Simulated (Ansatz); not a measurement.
# BSF + SiH₄: a complex and its separated parts, part 2 of 2

Ansatz 0.2.0, Gaussian basis.

## 13. CAM-B3LYP-D4/def2-TZVPP

The inputs:

parta/in.yaml

```yaml
crystal:
  periodic: [false, false, false]
  atoms:
    - {symbol: B, position_ang: [-1.289786, 1.859409, 0.044273]}
    - {symbol: S, position_ang: [-0.538992, 2.317246, -1.303417]}
    - {symbol: F, position_ang: [-1.885958, 1.495864, 1.114410]}
basis:
  gaussian: {orbitals: def2-TZVPP}
hamiltonian: {xc: {name: CAM-B3LYP}, dispersion: d4}
```

partb/in.yaml

```yaml
crystal:
  periodic: [false, false, false]
  atoms:
    - {symbol: Si, position_ang: [0.742948, -1.134504, 0.028946]}
    - {symbol: H, position_ang: [-0.706019, -1.201184, -0.288034]}
    - {symbol: H, position_ang: [1.189554, -2.438852, 0.579983]}
    - {symbol: H, position_ang: [1.506715, -0.832137, -1.207836]}
    - {symbol: H, position_ang: [0.981536, -0.065842, 1.031674]}
basis:
  gaussian: {orbitals: def2-TZVPP}
hamiltonian: {xc: {name: CAM-B3LYP}, dispersion: d4}
```

The same command starts each run, in its folder.

The run is started by

```sh
$ ansatz run in.yaml --threads 4 --pin off --events-out ev --progress --plain --max-ram 9574MiB
```

parta printed (excerpt; [...] marks lines left out):

```text
Functional definition: CAM-B3LYP
  name "CAM-B3LYP"
  cite "Yanai, Tew & Handy, Chem. Phys. Lett. 393, 51 (2004) doi:10.1016/j.cplett.2004.06.011"
  cite "Iikura, Tsuneda, Yanai & Hirao, J. Chem. Phys. 115, 3540 (2001) doi:10.1063/1.1383587"
  cite "Becke, Phys. Rev. A 38, 3098 (1988) doi:10.1103/PhysRevA.38.3098"
  cite "Lee, Yang & Parr, Phys. Rev. B 37, 785 (1988) doi:10.1103/PhysRevB.37.785"
[...]
  # Exact exchange under (alpha + beta erf(omega r))/r, Becke's under what is left of 1/r.
[...]
621 factors; their error is unknown
123 factors; integrals over basis functions are off by at most 8.3e-5 eV
[...]
mean field -14231.36041236 eV, -522.9928487917 hartree, gradient 4.1e-5 eV, S^2 0.000000; 0 other end points of the search recorded, 0 dependent functions left out
reference -14231.36050322 eV, -522.9928521309 hartree; 15, 15 occupied and 89, 89 virtual orbitals, 621 factors
Total energy: -14231.39962002 eV, -522.9942896467 hartree
```

partb printed (excerpt; [...] marks lines left out):

```text
[... 6 set-up lines as earlier in the session ...]
[...]
  # Exact exchange under (alpha + beta erf(omega r))/r, Becke's under what is left of 1/r.
[...]
527 factors; their error is unknown
147 factors; integrals over basis functions are off by at most 1.2e-5 eV
[...]
mean field -7942.76488274 eV, -291.8912256411 hartree, gradient 9.0e-6 eV, S^2 0.000000; 0 other end points of the search recorded, 0 dependent functions left out
reference -7942.76498520 eV, -291.8912294068 hartree; 9, 9 occupied and 89, 89 virtual orbitals, 527 factors
Total energy: -7942.79915465 eV, -291.8924851107 hartree
```

They took 0.45 s (parta), 0.35 s (partb) on 4 threads of Arm Neoverse V2, shared host.

## 14. wB97X-V/def2-TZVPP

The same edit goes into each in.yaml of step 13 (parta, partb):

```diff
-hamiltonian: {xc: {name: CAM-B3LYP}, dispersion: d4}
+hamiltonian: {xc: {name: wB97X-V}}
```

Each run has its own folder and the same command.

The run is started by

```sh
$ ansatz run in.yaml --threads 4 --pin off --events-out ev --progress --plain --max-ram 9574MiB
```

Log of parta (excerpt; [...] marks lines left out):

```text
Functional definition: wB97X-V
  name "wB97X-V"
  cite "Mardirossian & Head-Gordon, Phys. Chem. Chem. Phys. 16, 9904 (2014) doi:10.1039/C3CP54374A"
[... 2 set-up lines as earlier in the session ...]
[...]
      + integral(e_c_pw_opposite_spin*poly(b97_u_opposite, cos0, cos1)) + vv10(b, c)
616 factors; their error is unknown
117 factors; integrals over basis functions are off by at most 3.5e-5 eV
[...]
mean field -14229.27736472 eV, -522.9162982029 hartree, gradient 2.3e-5 eV, S^2 0.000000; 0 other end points of the search recorded, 0 dependent functions left out
reference -14229.27736321 eV, -522.9162981473 hartree; 15, 15 occupied and 89, 89 virtual orbitals, 616 factors
Total energy: -14229.27736321 eV, -522.9162981473 hartree
```

partb printed (excerpt; [...] marks lines left out):

```text
[... 5 set-up lines as earlier in the session ...]
[...]
      + integral(e_c_pw_opposite_spin*poly(b97_u_opposite, cos0, cos1)) + vv10(b, c)
527 factors; their error is unknown
136 factors; integrals over basis functions are off by at most 1.1e-5 eV
[...]
mean field -7941.38119486 eV, -291.8403760495 hartree, gradient 2.9e-5 eV, S^2 0.000000; 0 other end points of the search recorded, 0 dependent functions left out
reference -7941.38119312 eV, -291.8403759856 hartree; 9, 9 occupied and 89, 89 virtual orbitals, 527 factors
Total energy: -7941.38119312 eV, -291.8403759856 hartree
```

Wall times: 0.95 s (parta), 0.8 s (partb) on 4 threads of Arm Neoverse V2, shared host.

## 15. wB97M-V/def2-TZVPP

Each input of step 14 (parta, partb) changes in the same lines:

```diff
-hamiltonian: {xc: {name: wB97X-V}}
+hamiltonian: {xc: {name: wB97M-V}}
```

One command serves all of them, each in its own folder.

The run is started by

```sh
$ ansatz run in.yaml --threads 4 --pin off --events-out ev --progress --plain --max-ram 9574MiB
```

Log of parta (excerpt; [...] marks lines left out):

```text
Functional definition: wB97M-V
  name "wB97M-V"
  cite "Mardirossian & Head-Gordon, J. Chem. Phys. 144, 214110 (2016) doi:10.1063/1.4952647"
[... 2 set-up lines as earlier in the session ...]
  # Of w^i u^j: cxij and so on, Table III.
[...]
  gx(w, u) = 1 - cx + cx01*u + cx10*w
[...]
      + integral(e_c_pw_mod_opposite_spin*gos(b97_w_opposite, b97_u_opposite)) + vv10(b, c)
616 factors; their error is unknown
117 factors; integrals over basis functions are off by at most 3.5e-5 eV
[...]
mean field -14230.77037064 eV, -522.9711651585 hartree, gradient 1.1e-5 eV, S^2 0.000000; 0 other end points of the search recorded, 0 dependent functions left out
reference -14230.77040786 eV, -522.9711665264 hartree; 15, 15 occupied and 89, 89 virtual orbitals, 616 factors
Total energy: -14230.77040786 eV, -522.9711665264 hartree
```

Log of partb (excerpt; [...] marks lines left out):

```text
[... 5 set-up lines as earlier in the session ...]
  # Of w^i u^j: cxij and so on, Table III.
[...]
  gx(w, u) = 1 - cx + cx01*u + cx10*w
[...]
      + integral(e_c_pw_mod_opposite_spin*gos(b97_w_opposite, b97_u_opposite)) + vv10(b, c)
527 factors; their error is unknown
136 factors; integrals over basis functions are off by at most 1.1e-5 eV
[...]
mean field -7941.54392466 eV, -291.8463562594 hartree, gradient 4.9e-5 eV, S^2 0.000000; 0 other end points of the search recorded, 0 dependent functions left out
reference -7941.54396705 eV, -291.8463578172 hartree; 9, 9 occupied and 89, 89 virtual orbitals, 527 factors
Total energy: -7941.54396705 eV, -291.8463578172 hartree
```

They took 1.2 s (parta), 0.85 s (partb) on 4 threads of Arm Neoverse V2, shared host.

## 16. B2PLYP/def2-TZVPP

Each input of step 15 (parta, partb) changes in the same lines:

```diff
-hamiltonian: {xc: {name: wB97M-V}}
+hamiltonian: {xc: {name: B2PLYP}}
```

The same command starts each run, in its folder.

The run is started by

```sh
$ ansatz run in.yaml --threads 4 --pin off --events-out ev --progress --plain --max-ram 9574MiB
```

Log of parta (excerpt; [...] marks lines left out):

```text
Functional definition: B2PLYP
  name "B2PLYP"
  cite "Grimme, J. Chem. Phys. 124, 034108 (2006) doi:10.1063/1.2148954"
[... 2 set-up lines as earlier in the session ...]
[...]
648 factors; integrals over basis functions are off by at most 1.5e-3 eV
[...]
mean field -14222.26510458 eV, -522.6586023957 hartree, gradient 8.7e-7 eV, S^2 0.000000; 0 other end points of the search recorded, 0 dependent functions left out
7 core orbitals not correlated: weight in the atoms' cores, before any rotation towards them, 1.000 or more for the frozen orbitals, at most 0.000 for the correlated occupied ones
reference -14222.26522114 eV, -522.6586066792 hartree; 8, 8 occupied and 89, 89 virtual orbitals, 648 factors
second order -16.58418689 eV of doubles, -0.00000000 eV of singles
Total energy: -14226.74295160 eV, -522.8231602385 hartree
```

Log of partb (excerpt; [...] marks lines left out):

```text
[... 5 set-up lines as earlier in the session ...]
[...]
537 factors; integrals over basis functions are off by at most 9.2e-4 eV
[...]
mean field -7937.89718533 eV, -291.7123410610 hartree, gradient 2.5e-6 eV, S^2 0.000000; 0 other end points of the search recorded, 0 dependent functions left out
5 core orbitals not correlated: weight in the atoms' cores, before any rotation towards them, 1.000 or more for the frozen orbitals, at most 0.000 for the correlated occupied ones
reference -7937.89731848 eV, -291.7123459542 hartree; 4, 4 occupied and 89, 89 virtual orbitals, 537 factors
second order -4.78243536 eV of doubles, -0.00000000 eV of singles
Total energy: -7939.18857603 eV, -291.7597987939 hartree
```

They took 0.6 s (parta), 0.4 s (partb) on 4 threads of Arm Neoverse V2, shared host.

## 17. PBE-QIDH/def2-TZVPP

Each input of step 16 (parta, partb) changes in the same lines:

```diff
-hamiltonian: {xc: {name: B2PLYP}}
+hamiltonian: {xc: {name: PBE-QIDH}}
```

Each run has its own folder and the same command.

The run is started by

```sh
$ ansatz run in.yaml --threads 4 --pin off --events-out ev --progress --plain --max-ram 9574MiB
```

Output in parta (excerpt; [...] marks lines left out):

```text
Functional definition: PBE-QIDH
  name "PBE-QIDH"
  cite "Brémond, Sancho-García, Pérez-Jiménez & Adamo, J. Chem. Phys. 141, 031101 (2014) doi:10.1063/1.4890314"
[... 1 set-up line as earlier in the session ...]
[...]
648 factors; integrals over basis functions are off by at most 1.5e-3 eV
[...]
mean field -14216.87718676 eV, -522.4606000680 hartree, gradient 1.9e-6 eV, S^2 0.000000; 0 other end points of the search recorded, 0 dependent functions left out
7 core orbitals not correlated: weight in the atoms' cores, before any rotation towards them, 1.000 or more for the frozen orbitals, at most 0.000 for the correlated occupied ones
reference -14216.87719576 eV, -522.4606003989 hartree; 8, 8 occupied and 89, 89 virtual orbitals, 648 factors
second order -15.35282845 eV of doubles, -0.00000000 eV of singles
Total energy: -14221.99480525 eV, -522.6486690785 hartree
```

partb printed (excerpt; [...] marks lines left out):

```text
[... 4 set-up lines as earlier in the session ...]
[...]
537 factors; integrals over basis functions are off by at most 9.2e-4 eV
[...]
mean field -7935.34606943 eV, -291.6185892809 hartree, gradient 4.6e-6 eV, S^2 0.000000; 0 other end points of the search recorded, 0 dependent functions left out
5 core orbitals not correlated: weight in the atoms' cores, before any rotation towards them, 1.000 or more for the frozen orbitals, at most 0.000 for the correlated occupied ones
reference -7935.34608001 eV, -291.6185896695 hartree; 4, 4 occupied and 89, 89 virtual orbitals, 537 factors
second order -4.44769046 eV of doubles, -0.00000000 eV of singles
Total energy: -7936.82864349 eV, -291.6730728727 hartree
```

They took 0.65 s (parta), 0.4 s (partb) on 4 threads of Arm Neoverse V2, shared host.

## 18. RPA on PBE/def2-TZVPP

Each input of step 17 (parta, partb) changes in the same lines:

```diff
-hamiltonian: {xc: {name: PBE-QIDH}}
+hamiltonian: {xc: pbe}
+correlation: {method: rpa}
```

The same command starts each run, in its folder.

The run is started by

```sh
$ ansatz run in.yaml --threads 4 --pin off --events-out ev --progress --plain --max-ram 9574MiB
```

parta printed (excerpt; [...] marks lines left out):

```text
[... 4 set-up lines as earlier in the session ...]
[...]
648 factors; integrals over basis functions are off by at most 1.5e-3 eV
[...]
mean field -14223.90281119 eV, -522.7187870035 hartree, gradient 5.3e-6 eV, S^2 0.000000; 0 other end points of the search recorded, 0 dependent functions left out
7 core orbitals not correlated: weight in the atoms' cores, before any rotation towards them, 1.000 or more for the frozen orbitals, at most 0.000 for the correlated occupied ones
reference -14197.85666147 eV, -521.7616086563 hartree; 8, 8 occupied and 89, 89 virtual orbitals, 648 factors
Total energy: -14219.21381183 eV, -522.5464694554 hartree
```

partb printed (excerpt; [...] marks lines left out):

```text
[... 4 set-up lines as earlier in the session ...]
[...]
537 factors; integrals over basis functions are off by at most 9.2e-4 eV
[...]
mean field -7938.15288822 eV, -291.7217379687 hartree, gradient 4.0e-6 eV, S^2 0.000000; 0 other end points of the search recorded, 0 dependent functions left out
5 core orbitals not correlated: weight in the atoms' cores, before any rotation towards them, 1.000 or more for the frozen orbitals, at most 0.000 for the correlated occupied ones
reference -7925.04970278 eV, -291.2402047856 hartree; 4, 4 occupied and 89, 89 virtual orbitals, 537 factors
Total energy: -7933.57984328 eV, -291.5536816672 hartree
```

Wall times: 0.6 s (parta), 0.4 s (partb) on 4 threads of Arm Neoverse V2, shared host.

## 19. CCSD(T)/def2-TZVPP

Each input of step 18 (parta, partb) changes in the same lines:

```diff
-hamiltonian: {xc: pbe}
-correlation: {method: rpa}
+correlation: {method: ccsd_t}
```

Each run has its own folder and the same command.

The run is started by

```sh
$ ansatz run in.yaml --threads 4 --pin off --events-out ev --progress --plain --max-ram 9574MiB
```

Output in parta (excerpt; [...] marks lines left out):

```text
Functional definition: HF
  name "HF"
  cite "Fock, Z. Phys. 61, 126 (1930) doi:10.1007/BF01340294"
[... 1 set-up line as earlier in the session ...]
[...]
648 factors; integrals over basis functions are off by at most 1.5e-3 eV
[...]
mean field -14198.79469262 eV, -521.7960806650 hartree, gradient 1.8e-6 eV, S^2 0.000000; 0 other end points of the search recorded, 0 dependent functions left out
7 core orbitals not correlated: weight in the atoms' cores, before any rotation towards them, 1.000 or more for the frozen orbitals, at most 0.000 for the correlated occupied ones
reference -14198.79469262 eV, -521.7960806650 hartree; 8, 8 occupied and 89, 89 virtual orbitals, 648 factors
second order -13.61666694 eV of doubles, -0.00000000 eV of singles
cycle   1  -13.61754284 eV  change   -8.8e-4 eV  update   9.0e-2
[...]
cycle   9  -14.00349835 eV  change   -1.7e-5 eV  update   1.3e-5
perturbative correction -0.60988606 eV, -0.0224128992 hartree
Total energy: -14213.40807702 eV, -522.3331126365 hartree
```

Output in partb (excerpt; [...] marks lines left out):

```text
[... 4 set-up lines as earlier in the session ...]
[...]
537 factors; integrals over basis functions are off by at most 9.2e-4 eV
[...]
mean field -7925.54413760 eV, -291.2583749300 hartree, gradient 1.8e-6 eV, S^2 0.000000; 0 other end points of the search recorded, 0 dependent functions left out
5 core orbitals not correlated: weight in the atoms' cores, before any rotation towards them, 1.000 or more for the frozen orbitals, at most 0.000 for the correlated occupied ones
reference -7925.54413760 eV, -291.2583749300 hartree; 4, 4 occupied and 89, 89 virtual orbitals, 537 factors
second order -3.90715098 eV of doubles, -0.00000000 eV of singles
cycle   1  -4.49744159 eV  change   -5.9e-1 eV  update   5.5e-2
[...]
cycle   8  -4.71919177 eV  change   -6.1e-7 eV  update   3.7e-6
perturbative correction -0.10445276 eV, -0.0038385681 hartree
Total energy: -7930.36778213 eV, -291.4356405970 hartree
```

They took 0.9 s (parta), 0.45 s (partb) on 4 threads of Arm Neoverse V2, shared host.

## 20. Vibrations of BSF

File vib-parta/in.yaml:

```yaml
crystal:
  periodic: [false, false, false]
  atoms:
    - {symbol: B, position_ang: [-1.289786, 1.859409, 0.044273]}
    - {symbol: S, position_ang: [-0.538992, 2.317246, -1.303417]}
    - {symbol: F, position_ang: [-1.885958, 1.495864, 1.114410]}
basis:
  gaussian: {orbitals: def2-TZVP}
hamiltonian: {xc: pbe0, dispersion: d4}
phonons: {temperatures: {t_min: 298.15, t_max: 900, t_step: 200}}
```

The run is started by

```sh
$ ansatz run in.yaml --threads 4 --pin off --events-out ev --progress --plain --max-ram 9574MiB
```

What it wrote (excerpt; [...] marks lines left out):

```text
[... 5 set-up lines as earlier in the session ...]
[...]
596 factors; their error is unknown
[...]
mean field -14224.78095291 eV, -522.7510581167 hartree, gradient 4.0e-5 eV, S^2 0.000000; 0 other end points of the search recorded, 0 dependent functions left out
[...]
Total energy: -14224.81950276 eV, -522.7524747975 hartree
Atom 0 at    -1.289786     1.859409     0.044273 Å, force     0.000104     0.000063    -0.000187 eV/Å
Atom 1 at    -0.538992     2.317246    -1.303417 Å, force     0.000154     0.000094    -0.000277 eV/Å
Atom 2 at    -1.885958     1.495864     1.114410 Å, force    -0.000258    -0.000158     0.000464 eV/Å
Dipole moment:    -0.114694    -0.069941     0.205878 e Å
Vibrations: 423.76 423.76 756.46 1706.04 cm⁻¹, zero-point energy 0.205195 eV
```

Wall time 6 s (4 threads of Arm Neoverse V2, shared host).

Wavenumbers and character of the modes:

```csv
mode,wavenumber (cm⁻¹),character
1,424,bend
2,424,bend
3,756,B–S and B–F stretch
4,1706,B–F and B–S stretch
```

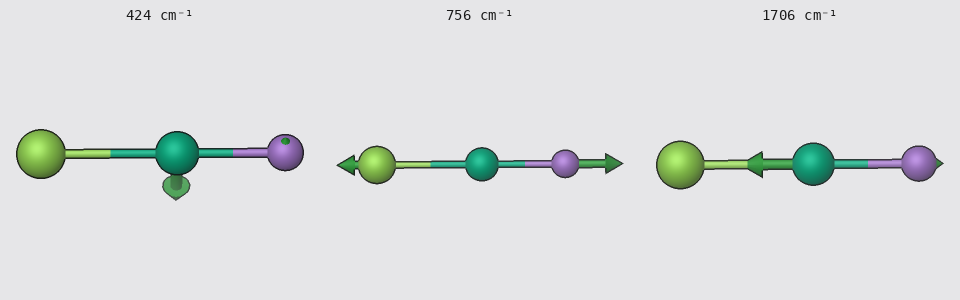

Displacements of 3 modes, as arrows.

Vibrational sums (real modes only):

```csv
T (K),entropy (J/mol/K),heat capacity (J/mol/K)
298,8.4,15.1
498,17.9,21.9
698,26.0,25.7
898,32.7,28.0
```

## 21. Vibrations of SiH₄

File vib-partb/in.yaml:

```yaml
crystal:
  periodic: [false, false, false]
  atoms:
    - {symbol: Si, position_ang: [0.742948, -1.134504, 0.028946]}
    - {symbol: H, position_ang: [-0.706019, -1.201184, -0.288034]}
    - {symbol: H, position_ang: [1.189554, -2.438852, 0.579983]}
    - {symbol: H, position_ang: [1.506715, -0.832137, -1.207836]}
    - {symbol: H, position_ang: [0.981536, -0.065842, 1.031674]}
basis:
  gaussian: {orbitals: def2-TZVP}
hamiltonian: {xc: pbe0, dispersion: d4}
phonons: {temperatures: {t_min: 298.15, t_max: 900, t_step: 200}}
```

The run is started by

```sh
$ ansatz run in.yaml --threads 4 --pin off --events-out ev --progress --plain --max-ram 9574MiB
```

What it wrote (excerpt; [...] marks lines left out):

```text
[... 5 set-up lines as earlier in the session ...]
[...]
444 factors; their error is unknown
[...]
mean field -7939.08540061 eV, -291.7560071670 hartree, gradient 2.9e-5 eV, S^2 0.000000; 0 other end points of the search recorded, 0 dependent functions left out
[...]
Atom 2 at     1.189554    -2.438852     0.579983 Å, force     0.000033    -0.000104     0.000051 eV/Å
Atom 3 at     1.506715    -0.832137    -1.207836 Å, force     0.000154     0.000060    -0.000244 eV/Å
Atom 4 at     0.981536    -0.065842     1.031674 Å, force     0.000017     0.000082     0.000086 eV/Å
Dipole moment:     0.000002     0.000000    -0.000001 e Å
Vibrations: 906.76 906.76 906.77 968.56 968.56 2235.43 2245.07 2245.08 2245.11 cm⁻¹, zero-point energy 0.844834 eV
```

Wall time 2.7 s (4 threads of Arm Neoverse V2, shared host).

Wavenumbers and character of the modes:

```csv
mode,wavenumber (cm⁻¹),character
1,907,bend
2,907,bend
3,907,bend
4,969,bend
5,969,bend
6,2235,Si–H stretch
7,2245,Si–H stretch
8,2245,Si–H stretch
9,2245,Si–H stretch
```

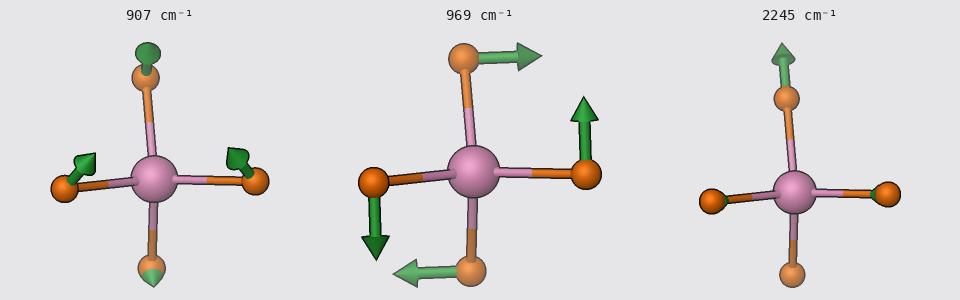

How the atoms move in 3 of the modes.

Vibrational sums (real modes only):

```csv
T (K),entropy (J/mol/K),heat capacity (J/mol/K)
298,2.6,9.7
498,11.5,25.7
698,22.2,38.0
898,32.9,47.1
```

## 22. Complex less separated parts

The complex's own energies come from single points at the same levels.

Rows are in def2-TZVPP; times add the 3 runs of a level on a shared host, so small differences are noise.

Differences are taken before rounding.

```csv
method,rung,complex less parts (kJ/mol),from CCSD(T) (kJ/mol),time
SPW92,LDA,-11.2,-6.5,1.1 s
PBE-D4,GGA,-7.6,-2.9,1.8 s
BLYP-D4,GGA,-5.9,-1.2,2.3 s
r2SCAN-D4,meta-GGA,-6.5,-1.8,4 s
B97M-V,meta-GGA,-6.2,-1.5,6.3 s
PBE0-D4,hybrid,-7.1,-2.5,2.2 s
B3LYP-D4,hybrid,-6.4,-1.7,2 s
r2SCAN0-D4,hybrid,-6.6,-1.9,4 s
BHLYP-D4,hybrid,-7.1,-2.5,2.2 s
CAM-B3LYP-D4,range-separated hybrid,-5.9,-1.3,2.6 s
wB97X-V,range-separated hybrid,-6.3,-1.6,5.5 s
wB97M-V,range-separated hybrid,-6.8,-2.1,6.8 s
B2PLYP,double hybrid,-0.5,+4.1,4.2 s
PBE-QIDH,double hybrid,-3.6,+1.1,4.3 s
RPA on PBE,RPA,-3.1,+1.6,3.4 s
Hartree-Fock,wavefunction,4.6,+9.3,
MP2,wavefunction,-5.5,-0.8,
CCSD,wavefunction,-3.2,+1.4,
CCSD(T),wavefunction,-4.7,0,34 s
```

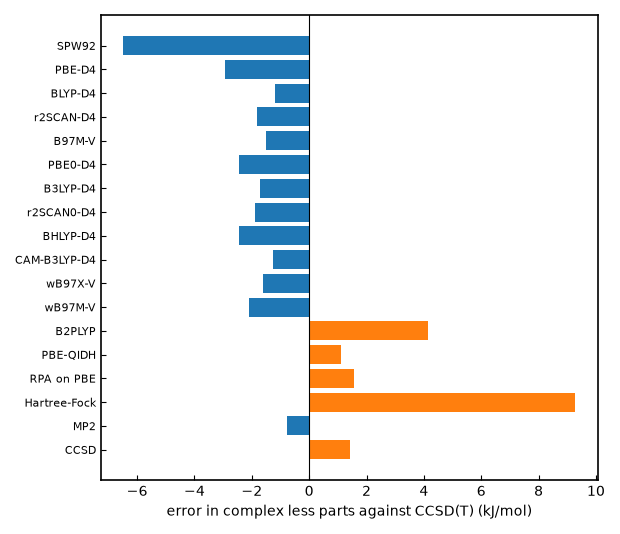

Deviations from CCSD(T), method by method.

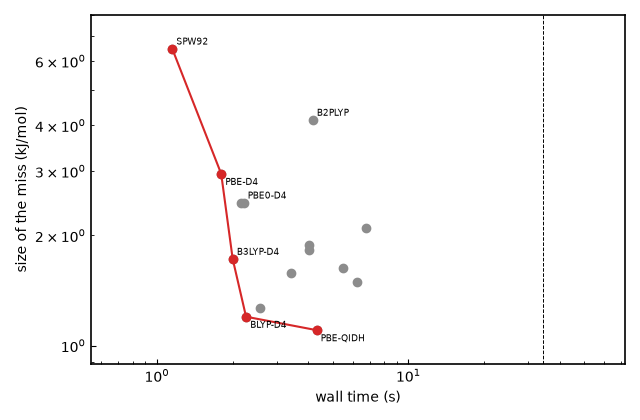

Accuracy for the time spent; red marks the levels that beat every quicker one drawn (of those quicker than the yardstick), and the dashed line is the time of CCSD(T). Only those levels and the largest misses are named. Times are from a shared host.

PBE-QIDH reaches 1.1 kJ/mol from the reference in 4.3 s, where CCSD(T) took 34 s; the quickest level in the cost chart, SPW92, takes 1.1 s and misses by 6.5 kJ/mol.

The complex's zero-point energy, from a separate PBE0-D4 run, is 1.074 eV.

## 23. Results

This closing draws on all 2 parts.

| quantity | value |
| --- | --- |
| complex less parts, CCSD(T)/def2-TZVPP | -4.7 kJ/mol |
| with zero-point energy | -2.4 kJ/mol |
| largest T1 diagnostic | 0.015 |

**Reading.** At CCSD(T) the complex lies 4.7 kJ/mol below its parts. Among the functionals PBE-QIDH lands nearest to CCSD(T) (+1.1 kJ/mol) and SPW92 farthest (-6.5 kJ/mol). By rung, the mean size of the error is: LDA 6.5, GGA 2.1, meta-GGA 1.7, hybrid 2.1, range-separated hybrid 1.7, double hybrid 2.6 kJ/mol. The double hybrids carry no dispersion term here, unlike the levels marked D4 or V. PBE-D4 gives a relative energy 2.9 kJ/mol too low, an error of 63 % of the reference. No counterpoise was applied, and triple zeta lacks some correlation, so the CCSD(T) reference has a basis error of its own, and close matches with it are partly luck.
